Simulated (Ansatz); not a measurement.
## BaTiO3, response to strain

Base system: BaTiO$_{3}$ in the cubic perovskite structure (space group Pm-3m, No. 221; a = 4.0192 Å).

Strains are applied to the cell and any free atomic positions relax.

Computed with PBE in Ansatz (plane waves to 420 eV, PAW, no spin-orbit coupling).

Notes on the quantities. energy relative to the base: free energy F.

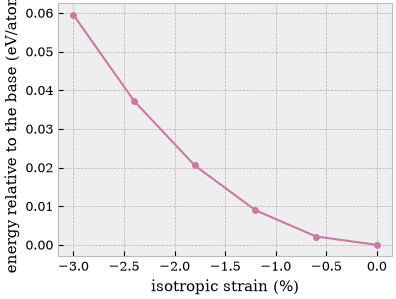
Energy relative to the base against isotropic strain

Q: From the plot, what is the energy relative to the base for isotropic strain −3.00 %?

A: About 0.060 eV/atom.

Q: Is the trend monotonic over the range shown?

A: Yes, it falls throughout, spanning 0 meV/atom to +60 meV/atom.

No phonon test of stability was made. The final runs are not spin-polarised. Many cubic perovskites are stable only at high temperature; tilts and polar distortions were not tested. This is not the structure that BaTiO3 has at room temperature and ambient pressure.

Ansatz is an electronic-structure program.
